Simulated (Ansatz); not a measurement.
In doubt: one-shot GW on d or f shells is unsure, so the values of those runs are not to be relied on.

Two G0W0 runs on FeSi2 (Cmce).

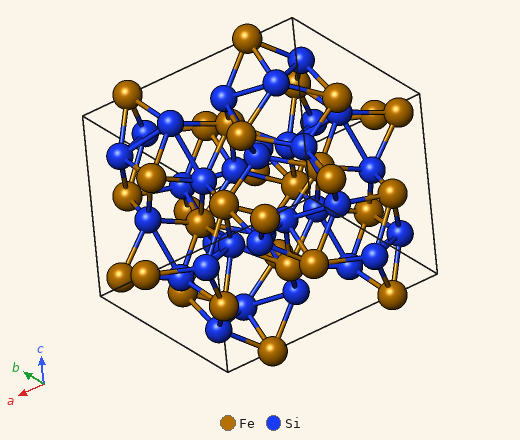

The structure (iron orange, silicon blue). Some periodic images of atoms are drawn too.

Symmetry: Cmce, No. 64, orthorhombic system. Conventional cell: a = 9.863 Å, b = 7.791 Å, c = 7.833 Å, α = 90.00°, β = 90.00°, γ = 90.00°. Fe has 8 Si at 2.33 to 2.44 Å nearest. Nearest to Fe lie 8 Si at 2.34 to 2.39 Å. Si has 4 Fe at 2.34 to 2.43 Å and 5 Si at 2.45 to 2.59 Å nearest. Si has 4 Fe at 2.33 to 2.44 Å and 5 Si at 2.50 to 2.59 Å nearest. Farther neighbours are not listed.

```cif
data_structure
_symmetry_space_group_name_H-M 'P 1'
_symmetry_Int_Tables_number 1
_cell_length_a 6.2845
_cell_length_b 6.2845
_cell_length_c 7.8330
_cell_angle_alpha 90.000
_cell_angle_beta 90.000
_cell_angle_gamma 76.612
_cell_volume 300.95
loop_
_atom_site_label
_atom_site_type_symbol
_atom_site_fract_x
_atom_site_fract_y
_atom_site_fract_z
_atom_site_occupancy
Fe1 Fe 0.19140 0.80860 0.18510 1
Fe2 Fe 0.30860 0.69140 0.68510 1
Fe3 Fe 0.80860 0.19140 0.81490 1
Fe4 Fe 0.69140 0.30860 0.31490 1
Fe5 Fe 0.21460 0.21460 0.00000 1
Fe6 Fe 0.28540 0.28540 0.50000 1
Fe7 Fe 0.78540 0.78540 0.00000 1
Fe8 Fe 0.71460 0.71460 0.50000 1
Si9 Si 0.32770 0.41770 0.22610 1
Si10 Si 0.17230 0.08230 0.72610 1
Si11 Si 0.41770 0.32770 0.77390 1
Si12 Si 0.08230 0.17230 0.27390 1
Si13 Si 0.67230 0.58230 0.77390 1
Si14 Si 0.82770 0.91770 0.27390 1
Si15 Si 0.58230 0.67230 0.22610 1
Si16 Si 0.91770 0.82770 0.72610 1
Si17 Si 0.85360 0.40280 0.05120 1
Si18 Si 0.64640 0.09720 0.55120 1
Si19 Si 0.40280 0.85360 0.94880 1
Si20 Si 0.09720 0.64640 0.44880 1
Si21 Si 0.14640 0.59720 0.94880 1
Si22 Si 0.35360 0.90280 0.44880 1
Si23 Si 0.59720 0.14640 0.05120 1
Si24 Si 0.90280 0.35360 0.55120 1
```

The cell and positions come from the Crystallography Open Database and are kept as given unless a step says otherwise. PAW set soft_2, made with PBE.

The first (Ansatz 0.2.0; start r2SCAN, 2×2×2 mesh, 417 empty bands, screening to 72 eV, plasmon pole; 1 × NVIDIA GB200 (shared by 2 runs) with 24 threads of Arm Neoverse V2, shared host) gave, on its mesh: starting gap 0.97 eV, G0W0 gap 1.28 eV, RPA ε∞ (mean) 21.67, 5.9 s.

Q: The second changes files from default PAW to hard PAW and frequency model from plasmon pole to contour deformation. What does it give?

It gave: starting gap 0.96 eV, G0W0 gap 1.31 eV, RPA ε∞ (mean) 21.70, 12 s. The G0W0 gap moves by +0.03 eV, −0.004 eV from the start and +0.03 eV from the correction.

Limits: not at the basis limit; no spin polarisation; d states lean on the start; coarse k mesh.

[Paths, hosts, dates, memory and timing lines, banners, echoed tables and standing remarks are left out of the program output.]

[Logs are printed without paths, hosts, clocks, repeated set-up lines and the standing remarks that a program may print on its own settings, such as how far it seeks lower states.]

[Runs of the session that timed out or met a known fault of the program may be left out.]

[Cells called generated may have been cut or substituted from an entry of the Crystallography Open Database or the Materials Project.]

[Hosts, paths, dates, database ids (printed as entryN), source tags and the programs' standing remarks are cut or masked in the printed files.]
